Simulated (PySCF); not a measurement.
Run report: CH₇FInN, geometry relaxation

The run: geometry relaxation of CH₇FInN, SMILES [NH3+][InH2-][CH2]F. Method and program: PBE0-D3(BJ)/def2-SVP geometry optimisation, gas phase (PySCF 2.14.0).

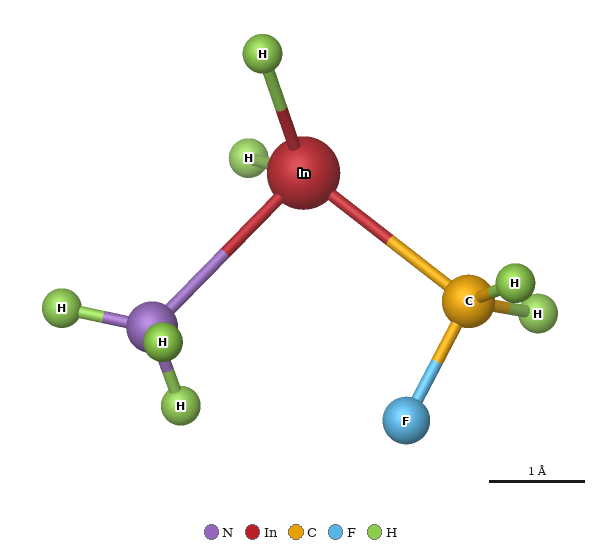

Fig. 1: The structure as given in the input (ball-and-stick view, seen at a tilt). Sticks mark near contacts. Bond lengths as drawn: C–F 1.42 Å, C–H 1.07 to 1.10 Å, C–In 2.25 Å, H–In 1.72 to 1.73 Å, H–N 0.99 to 1.01 Å and In–N 2.39 Å.

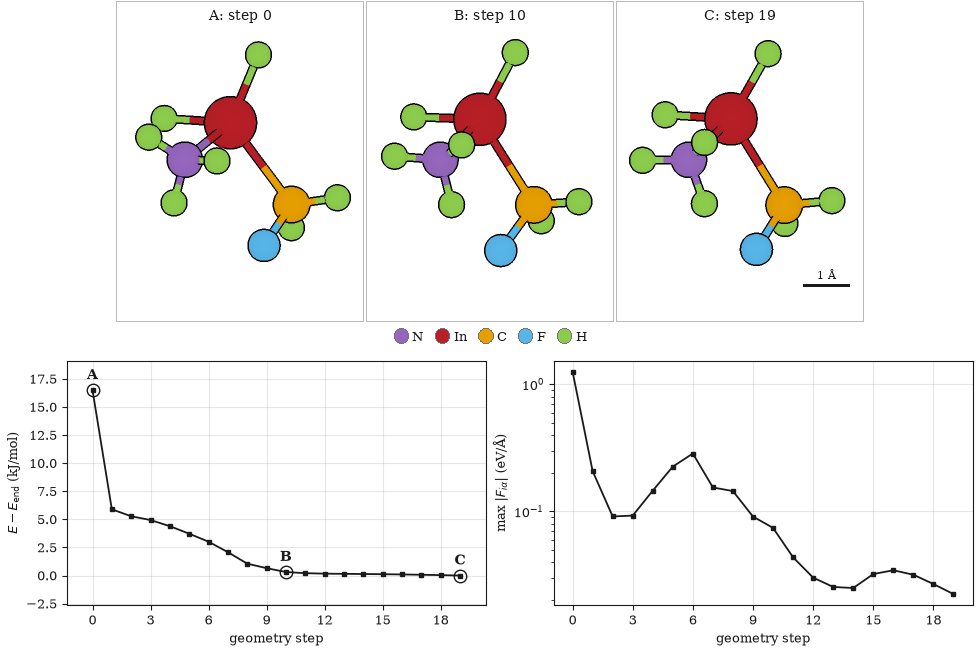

Fig. 2: Frames of the relaxation (ball-and-stick view, seen at a tilt) above the curves, on which the letters mark them (steps are counted from 0).

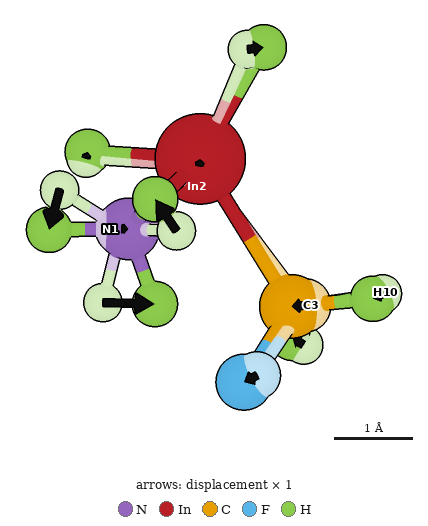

Fig. 3: Start (faint) and end (solid) with the displacements as black arrows, at true length (ball-and-stick view, seen at a tilt). The two geometries are laid on each other by the best rigid fit. Over 19 geometry steps the energy falls by 16.5 kJ/mol. Largest force component: 1.3 eV/Å at the start, 0.022 eV/Å at the end. H6 moves most after the best rigid fit: 0.68 Å. By element the largest moves are H 0.68 Å, F 0.19 Å, C 0.17 Å, N 0.09 Å, In 0.09 Å. Distances before and after: C3–H10 1.072 → 1.102 Å, N1–In2 2.387 → 2.360 Å, N1–H5 0.991 → 1.018 Å, N1–H6 1.005 → 1.026 Å. Among the angles that change: In2–N1–H7 108.7° → 116.8°, In2–C3–F4 101.3° → 108.5°, N1–In2–C3 92.7° → 86.6°. (Atoms are counted from 1 in the order of the input.)

The input and output of the run follow.

**Input file**
```
{"job": {"xc": "PBE0", "basis": "def2-SVP", "d3": "d3bj", "grid": 1, "maxiter": 30, "shake": 0.01, "kind": "geom"}, "charge": 0, "multiplicity": 1}
N      1.483740    -0.752520    -0.433320
In     0.099510     1.172760    -0.161100
C     -1.766470     0.040950    -0.703410
F     -1.312260    -1.306460    -0.611430
H      2.423040    -0.667830    -0.128860
H      0.989710    -1.450800     0.093690
H      1.474660    -1.025030    -1.410630
H      0.870530     2.190990    -1.318830
H      0.482550     1.463850     1.499390
H     -2.098630     0.174260    -1.713750
H     -2.608260     0.133980    -0.007650
```

The first line tells a small driver script what to run in PySCF; the rest is the geometry in Å.

Launched with:
```bash
OMP_NUM_THREADS=1 python <driver script> task.json out
```

**The program's output**
```
step   0  E = -386.65229026  max force = 0.024482
step   1  E = -386.65632949  max force = 0.004040
step   2  E = -386.65656422  max force = 0.001777
step   3  E = -386.65669265  max force = 0.001805
step   4  E = -386.65690086  max force = 0.002835
step   5  E = -386.65715562  max force = 0.004384
step   6  E = -386.65742672  max force = 0.005557
step   7  E = -386.65778134  max force = 0.003004
step   8  E = -386.65817093  max force = 0.002814
step   9  E = -386.65832378  max force = 0.001773
step  10  E = -386.65845412  max force = 0.001445
step  11  E = -386.65849348  max force = 0.000848
step  12  E = -386.65850958  max force = 0.000588
step  13  E = -386.65851654  max force = 0.000495
step  14  E = -386.65852180  max force = 0.000487
step  15  E = -386.65852794  max force = 0.000627
step  16  E = -386.65853621  max force = 0.000671
step  17  E = -386.65854705  max force = 0.000619
step  18  E = -386.65855929  max force = 0.000522
step  19  E = -386.65857416  max force = 0.000436
optimisation converged
```

**Trajectory as extended XYZ (Å, eV, eV/Å), 20 frames, from step=0 to step=19**
```
11
Properties=species:S:1:pos:R:3:forces:R:3 step=0 energy=-10521.34473
N     1.4837   -0.7525   -0.4333   -1.2011   0.5821  -0.6883
In    0.0995    1.1728   -0.1611   -0.2504   0.0255  -0.0493
C    -1.7665    0.0410   -0.7034    1.2589  -0.7186   1.0518
F    -1.3123   -1.3065   -0.6114   -0.1720   0.1732  -0.0205
H     2.4230   -0.6678   -0.1289    1.1828   0.0867   0.4819
H     0.9897   -1.4508    0.0937   -0.2406  -0.5808   0.2801
H     1.4747   -1.0250   -1.4106   -0.0074  -0.1302  -0.1161
H     0.8705    2.1910   -1.3188    0.0487   0.1368  -0.2565
H     0.4825    1.4639    1.4994   -0.0613  -0.0406   0.2206
H    -2.0986    0.1743   -1.7138   -0.4181   0.2910  -0.9462
H    -2.6083    0.1340   -0.0076   -0.1395   0.1750   0.0426
11
Properties=species:S:1:pos:R:3:forces:R:3 step=1 energy=-10521.45464
N     1.3949   -0.7410   -0.4459    0.1874   0.1193   0.1422
In    0.1092    1.2263   -0.1573    0.0972   0.0387   0.0112
C    -1.6436   -0.0260   -0.6852   -0.1086  -0.0251  -0.1877
F    -1.2537   -1.3703   -0.5967    0.0659  -0.0828   0.0505
H     2.3634   -0.6746   -0.1264   -0.1624  -0.0983  -0.0565
H     0.9022   -1.4640    0.0800    0.0121   0.0312  -0.0571
H     1.3890   -1.0306   -1.4217    0.0244  -0.0200  -0.0249
H     0.8399    2.2750   -1.3470   -0.0590  -0.0347  -0.0187
H     0.4328    1.5352    1.5303   -0.0337  -0.0373  -0.0044
H    -1.9965    0.1358   -1.7236   -0.0002   0.0446   0.2078
H    -2.4991    0.1085   -0.0027   -0.0232   0.0643  -0.0622
11
Properties=species:S:1:pos:R:3:forces:R:3 step=2 energy=-10521.46103
N     1.4123   -0.7373   -0.4441    0.0275   0.0914   0.0140
In    0.1105    1.2209   -0.1561    0.0156  -0.0023  -0.0034
C    -1.6525   -0.0263   -0.6863    0.0323  -0.0064   0.0167
F    -1.2676   -1.3740   -0.5883    0.0009   0.0313   0.0064
H     2.3759   -0.6816   -0.1197   -0.0069  -0.0570   0.0089
H     0.9161   -1.4637    0.0715   -0.0306  -0.0120  -0.0141
H     1.4145   -1.0248   -1.4213    0.0182   0.0019  -0.0118
H     0.8205    2.2655   -1.3569   -0.0279  -0.0073  -0.0292
H     0.4250    1.5263    1.5319   -0.0195  -0.0298   0.0033
H    -2.0065    0.1448   -1.7172    0.0010  -0.0178   0.0157
H    -2.5095    0.1247   -0.0097   -0.0106   0.0081  -0.0065
11
Properties=species:S:1:pos:R:3:forces:R:3 step=3 energy=-10521.46452
N     1.4174   -0.7307   -0.4456   -0.0236   0.0332  -0.0510
In    0.1106    1.2213   -0.1582    0.0236   0.0289  -0.0008
C    -1.6485   -0.0272   -0.6825    0.0298   0.0119   0.0928
F    -1.2597   -1.3726   -0.5698   -0.0354   0.0099  -0.0066
H     2.3756   -0.6973   -0.1078    0.0635  -0.0217   0.0424
H     0.9056   -1.4591    0.0515   -0.0499  -0.0148  -0.0037
H     1.4325   -1.0097   -1.4257    0.0161   0.0164   0.0003
H     0.8050    2.2643   -1.3686   -0.0157   0.0009  -0.0152
H     0.4114    1.5165    1.5326   -0.0022  -0.0124   0.0083
H    -2.0035    0.1367   -1.7115   -0.0054  -0.0358  -0.0817
H    -2.5078    0.1321   -0.0106   -0.0008  -0.0165   0.0153
11
Properties=species:S:1:pos:R:3:forces:R:3 step=4 energy=-10521.47019
N     1.4311   -0.7142   -0.4515   -0.0605  -0.0720  -0.1330
In    0.1153    1.2272   -0.1645   -0.0291   0.0206   0.0044
C    -1.6447   -0.0330   -0.6721    0.0296   0.0410   0.1327
F    -1.2591   -1.3757   -0.5219   -0.0289  -0.0305  -0.0046
H     2.3746   -0.7326   -0.0754    0.0855   0.0264   0.0811
H     0.8761   -1.4453   -0.0052   -0.0628  -0.0047   0.0057
H     1.4829   -0.9671   -1.4383    0.0204   0.0382   0.0118
H     0.7842    2.2685   -1.3886   -0.0036   0.0113   0.0080
H     0.3864    1.4991    1.5338    0.0262   0.0203   0.0053
H    -2.0005    0.1028   -1.7032    0.0031  -0.0355  -0.1458
H    -2.5080    0.1447   -0.0095    0.0200  -0.0150   0.0344
11
Properties=species:S:1:pos:R:3:forces:R:3 step=5 energy=-10521.47712
N     1.4410   -0.6901   -0.4663   -0.0405  -0.1692  -0.2254
In    0.1193    1.2420   -0.1752   -0.0511  -0.0102   0.0539
C    -1.6288   -0.0490   -0.6517   -0.0124   0.0547   0.0840
F    -1.2434   -1.3837   -0.4289   -0.0435  -0.0423  -0.0021
H     2.3491   -0.7942   -0.0218    0.0469   0.0680   0.1142
H     0.8111   -1.4171   -0.1187   -0.0549   0.0142   0.0250
H     1.5643   -0.8898   -1.4597    0.0329   0.0581   0.0252
H     0.7569    2.2845   -1.4103    0.0069   0.0288   0.0222
H     0.3472    1.4817    1.5332    0.0606   0.0655  -0.0035
H    -1.9797    0.0306   -1.6909    0.0198  -0.0487  -0.1276
H    -2.4985    0.1593   -0.0060    0.0353  -0.0190   0.0341
11
Properties=species:S:1:pos:R:3:forces:R:3 step=6 energy=-10521.48450
N     1.4489   -0.6712   -0.4850   -0.0364  -0.1836  -0.2857
In    0.1218    1.2554   -0.1804   -0.0816  -0.0729   0.0901
C    -1.6144   -0.0688   -0.6315   -0.0426   0.0373   0.0102
F    -1.2389   -1.3931   -0.3301    0.0054  -0.0225   0.0072
H     2.3076   -0.8548    0.0293   -0.0237   0.0774   0.1191
H     0.7510   -1.3835   -0.2469   -0.0112   0.0098   0.0569
H     1.6562   -0.8092   -1.4750    0.0421   0.0557   0.0366
H     0.7293    2.3037   -1.4225    0.0135   0.0344   0.0271
H     0.3201    1.4780    1.5336    0.0812   0.0883  -0.0170
H    -1.9512   -0.0529   -1.6803    0.0283  -0.0225  -0.0575
H    -2.4919    0.1708   -0.0076    0.0250  -0.0014   0.0129
11
Properties=species:S:1:pos:R:3:forces:R:3 step=7 energy=-10521.49415
N     1.4416   -0.6705   -0.5040   -0.0138  -0.1170  -0.1545
In    0.1198    1.2617   -0.1765   -0.0562  -0.1032   0.0753
C    -1.6052   -0.0810   -0.6214   -0.0579   0.0016  -0.0599
F    -1.2318   -1.3979   -0.2803    0.0235  -0.0079   0.0150
H     2.2662   -0.8793    0.0575   -0.0806   0.0697   0.0450
H     0.7139   -1.3704   -0.3158    0.0464   0.0166   0.0266
H     1.7013   -0.7742   -1.4848    0.0414   0.0142   0.0333
H     0.7139    2.3196   -1.4170    0.0096   0.0282   0.0175
H     0.3317    1.4979    1.5345    0.0696   0.0652  -0.0260
H    -1.9251   -0.1012   -1.6784    0.0248   0.0255   0.0535
H    -2.4878    0.1695   -0.0102   -0.0068   0.0071  -0.0259
11
Properties=species:S:1:pos:R:3:forces:R:3 step=8 energy=-10521.50475
N     1.4341   -0.6850   -0.5246   -0.0271   0.0294   0.1447
In    0.1131    1.2526   -0.1656   -0.0136  -0.0768  -0.0178
C    -1.6135   -0.0849   -0.6182   -0.0105  -0.0586  -0.0681
F    -1.2475   -1.4030   -0.2711    0.0456   0.0125   0.0226
H     2.2358   -0.8584    0.0819   -0.0818   0.0282  -0.0696
H     0.7088   -1.3877   -0.3388    0.0579   0.0172  -0.0686
H     1.7315   -0.7771   -1.4936    0.0395  -0.0469  -0.0023
H     0.7032    2.3275   -1.3981   -0.0069   0.0044  -0.0020
H     0.3868    1.5348    1.5298    0.0323  -0.0050  -0.0130
H    -1.9132   -0.1106   -1.6831    0.0072   0.0732   0.1352
H    -2.5004    0.1662   -0.0148   -0.0426   0.0225  -0.0611
11
Properties=species:S:1:pos:R:3:forces:R:3 step=9 energy=-10521.50891
N     1.4342   -0.6818   -0.5373   -0.0596   0.0636   0.0912
In    0.1095    1.2482   -0.1668   -0.0006  -0.0323  -0.0227
C    -1.6145   -0.0925   -0.6071    0.0016  -0.0430   0.0025
F    -1.2505   -1.4038   -0.2294    0.0241   0.0508  -0.0190
H     2.1961   -0.8718    0.1118   -0.0402   0.0012  -0.0374
H     0.6935   -1.3803   -0.4072    0.0593  -0.0199  -0.0228
H     1.7891   -0.7529   -1.4882    0.0365  -0.0410  -0.0120
H     0.6836    2.3332   -1.3991   -0.0103  -0.0046  -0.0074
H     0.4079    1.5382    1.5223    0.0247  -0.0153   0.0015
H    -1.9006   -0.1339   -1.6732   -0.0043   0.0378   0.0680
H    -2.5098    0.1718   -0.0220   -0.0313   0.0028  -0.0419
11
Properties=species:S:1:pos:R:3:forces:R:3 step=10 energy=-10521.51245
N     1.4327   -0.6853   -0.5374   -0.0402   0.0743   0.0038
In    0.1050    1.2388   -0.1693    0.0240   0.0376  -0.0155
C    -1.6250   -0.0873   -0.6032    0.0174  -0.0076   0.0525
F    -1.2549   -1.3991   -0.2384   -0.0311   0.0283  -0.0190
H     2.1788   -0.8560    0.1325    0.0225  -0.0228   0.0199
H     0.7041   -1.3963   -0.4200    0.0024  -0.0328  -0.0022
H     1.8167   -0.7635   -1.4767    0.0215  -0.0166  -0.0046
H     0.6672    2.3294   -1.4036   -0.0090  -0.0101  -0.0123
H     0.4481    1.5333    1.5113    0.0056  -0.0246   0.0048
H    -1.9089   -0.1130   -1.6675   -0.0091  -0.0041  -0.0323
H    -2.5254    0.1734   -0.0241   -0.0038  -0.0217   0.0049
11
Properties=species:S:1:pos:R:3:forces:R:3 step=11 energy=-10521.51352
N     1.4372   -0.6838   -0.5359   -0.0288   0.0237  -0.0401
In    0.1058    1.2364   -0.1727    0.0012   0.0399  -0.0062
C    -1.6321   -0.0830   -0.6000    0.0126   0.0041   0.0430
F    -1.2662   -1.3960   -0.2399   -0.0035  -0.0013  -0.0136
H     2.1697   -0.8582    0.1480    0.0189  -0.0134   0.0356
H     0.7104   -1.3996   -0.4365   -0.0040  -0.0192   0.0070
H     1.8439   -0.7620   -1.4662    0.0033  -0.0026   0.0045
H     0.6544    2.3266   -1.4134   -0.0016  -0.0087  -0.0077
H     0.4664    1.5216    1.5059    0.0005  -0.0138   0.0037
H    -1.9178   -0.1046   -1.6638   -0.0042  -0.0034  -0.0436
H    -2.5333    0.1769   -0.0217    0.0055  -0.0052   0.0175
11
Properties=species:S:1:pos:R:3:forces:R:3 step=12 energy=-10521.51396
N     1.4350   -0.6842   -0.5342    0.0059  -0.0151  -0.0302
In    0.1072    1.2384   -0.1766    0.0036   0.0264   0.0028
C    -1.6335   -0.0790   -0.5981   -0.0021   0.0082   0.0001
F    -1.2654   -1.3941   -0.2497   -0.0063  -0.0142  -0.0034
H     2.1595   -0.8604    0.1588    0.0021   0.0021   0.0169
H     0.7087   -1.4019   -0.4416   -0.0093   0.0009   0.0036
H     1.8539   -0.7665   -1.4589   -0.0005   0.0035   0.0065
H     0.6493    2.3268   -1.4216    0.0005  -0.0070  -0.0028
H     0.4803    1.5129    1.5012   -0.0040  -0.0004   0.0033
H    -1.9242   -0.0938   -1.6617   -0.0007   0.0000  -0.0133
H    -2.5324    0.1762   -0.0140    0.0108  -0.0044   0.0164
11
Properties=species:S:1:pos:R:3:forces:R:3 step=13 energy=-10521.51415
N     1.4338   -0.6860   -0.5342    0.0154  -0.0255  -0.0038
In    0.1096    1.2406   -0.1794    0.0026   0.0029   0.0071
C    -1.6339   -0.0761   -0.5967   -0.0053   0.0018  -0.0201
F    -1.2662   -1.3939   -0.2577    0.0018  -0.0116  -0.0001
H     2.1501   -0.8645    0.1674   -0.0090   0.0089  -0.0023
H     0.7047   -1.4019   -0.4476   -0.0061   0.0108  -0.0030
H     1.8624   -0.7704   -1.4542   -0.0006   0.0025   0.0038
H     0.6481    2.3268   -1.4273    0.0020  -0.0040  -0.0010
H     0.4885    1.5090    1.4984   -0.0060   0.0069  -0.0002
H    -1.9298   -0.0855   -1.6596   -0.0019   0.0064   0.0114
H    -2.5288    0.1762   -0.0054    0.0070   0.0009   0.0082
11
Properties=species:S:1:pos:R:3:forces:R:3 step=14 energy=-10521.51430
N     1.4323   -0.6894   -0.5343    0.0158  -0.0177   0.0166
In    0.1131    1.2423   -0.1825    0.0029  -0.0180   0.0066
C    -1.6338   -0.0727   -0.5954   -0.0037  -0.0034  -0.0250
F    -1.2665   -1.3942   -0.2692    0.0050  -0.0032   0.0002
H     2.1399   -0.8695    0.1759   -0.0124   0.0076  -0.0139
H     0.6986   -1.4015   -0.4537   -0.0022   0.0119  -0.0069
H     1.8704   -0.7763   -1.4495    0.0005   0.0014   0.0004
H     0.6501    2.3256   -1.4330    0.0029  -0.0012   0.0000
H     0.4948    1.5074    1.4953   -0.0055   0.0119  -0.0015
H    -1.9379   -0.0740   -1.6562   -0.0049   0.0087   0.0226
H    -2.5225    0.1766    0.0063    0.0016   0.0021   0.0010
11
Properties=species:S:1:pos:R:3:forces:R:3 step=15 energy=-10521.51446
N     1.4314   -0.6946   -0.5342    0.0078   0.0006   0.0276
In    0.1184    1.2428   -0.1863    0.0009  -0.0322   0.0036
C    -1.6342   -0.0680   -0.5940    0.0006  -0.0053  -0.0172
F    -1.2674   -1.3947   -0.2870    0.0065   0.0052  -0.0018
H     2.1283   -0.8765    0.1860   -0.0090  -0.0003  -0.0164
H     0.6915   -1.4011   -0.4615    0.0020   0.0058  -0.0079
H     1.8805   -0.7843   -1.4435    0.0013   0.0016  -0.0032
H     0.6553    2.3220   -1.4398    0.0039   0.0012   0.0006
H     0.5000    1.5081    1.4916   -0.0029   0.0144  -0.0027
H    -1.9517   -0.0566   -1.6506   -0.0074   0.0080   0.0210
H    -2.5136    0.1773    0.0229   -0.0035   0.0010  -0.0037
11
Properties=species:S:1:pos:R:3:forces:R:3 step=16 energy=-10521.51469
N     1.4311   -0.7014   -0.5327   -0.0046   0.0205   0.0274
In    0.1254    1.2414   -0.1910   -0.0041  -0.0345  -0.0012
C    -1.6356   -0.0618   -0.5924    0.0051  -0.0038  -0.0013
F    -1.2690   -1.3953   -0.3147    0.0051   0.0104  -0.0047
H     2.1152   -0.8864    0.1984   -0.0010  -0.0115  -0.0104
H     0.6841   -1.4014   -0.4713    0.0054  -0.0042  -0.0062
H     1.8933   -0.7935   -1.4350    0.0015   0.0041  -0.0056
H     0.6646    2.3149   -1.4481    0.0048   0.0022   0.0008
H     0.5041    1.5120    1.4868    0.0015   0.0141  -0.0027
H    -1.9732   -0.0309   -1.6419   -0.0076   0.0050   0.0088
H    -2.5017    0.1768    0.0456   -0.0061  -0.0025  -0.0049
11
Properties=species:S:1:pos:R:3:forces:R:3 step=17 energy=-10521.51498
N     1.4316   -0.7096   -0.5290   -0.0169   0.0318   0.0184
In    0.1339    1.2380   -0.1965   -0.0113  -0.0230  -0.0053
C    -1.6384   -0.0540   -0.5909    0.0082  -0.0021   0.0169
F    -1.2714   -1.3960   -0.3566    0.0020   0.0135  -0.0063
H     2.0998   -0.9010    0.2146    0.0079  -0.0215   0.0004
H     0.6772   -1.4030   -0.4845    0.0076  -0.0138  -0.0033
H     1.9101   -0.8019   -1.4226    0.0011   0.0086  -0.0065
H     0.6784    2.3034   -1.4582    0.0055   0.0012   0.0002
H     0.5075    1.5205    1.4806    0.0063   0.0104  -0.0024
H    -2.0041    0.0056   -1.6290   -0.0047   0.0020  -0.0087
H    -2.4861    0.1723    0.0759   -0.0056  -0.0072  -0.0034
11
Properties=species:S:1:pos:R:3:forces:R:3 step=18 energy=-10521.51532
N     1.4323   -0.7158   -0.5239   -0.0216   0.0257   0.0050
In    0.1400    1.2340   -0.2001   -0.0151  -0.0024  -0.0052
C    -1.6416   -0.0477   -0.5896    0.0069  -0.0017   0.0269
F    -1.2731   -1.3961   -0.3985   -0.0005   0.0110  -0.0048
H     2.0860   -0.9175    0.2295    0.0119  -0.0230   0.0090
H     0.6734   -1.4053   -0.4998    0.0074  -0.0164  -0.0003
H     1.9265   -0.8033   -1.4096    0.0001   0.0125  -0.0054
H     0.6912    2.2911   -1.4663    0.0051  -0.0016  -0.0016
H     0.5092    1.5320    1.4754    0.0086   0.0047  -0.0018
H    -2.0326    0.0397   -1.6160   -0.0002   0.0005  -0.0208
H    -2.4727    0.1634    0.1027   -0.0027  -0.0093  -0.0009
11
Properties=species:S:1:pos:R:3:forces:R:3 step=19 energy=-10521.51572
N     1.4327   -0.7173   -0.5199   -0.0149   0.0065  -0.0076
In    0.1408    1.2314   -0.1997   -0.0111   0.0178   0.0002
C    -1.6437   -0.0461   -0.5883    0.0009  -0.0005   0.0224
F    -1.2715   -1.3965   -0.4217   -0.0038  -0.0008  -0.0040
H     2.0783   -0.9315    0.2371    0.0095  -0.0133   0.0112
H     0.6737   -1.4072   -0.5138    0.0048  -0.0101   0.0021
H     1.9366   -0.7939   -1.4013   -0.0009   0.0131  -0.0015
H     0.6978    2.2822   -1.4693    0.0030  -0.0047  -0.0036
H     0.5081    1.5439    1.4736    0.0069  -0.0010  -0.0009
H    -2.0467    0.0564   -1.6088    0.0044  -0.0001  -0.0204
H    -2.4678    0.1530    0.1158    0.0012  -0.0070   0.0021
```

**Key numbers**

- outcome: converged
- total energy: −386.658574 hartree
- dipole moment: 3.16 D
- point group: C1
- hardware: 1 CPU thread, shared host
- wall time: 71 s
- peak memory: 0.44 GiB
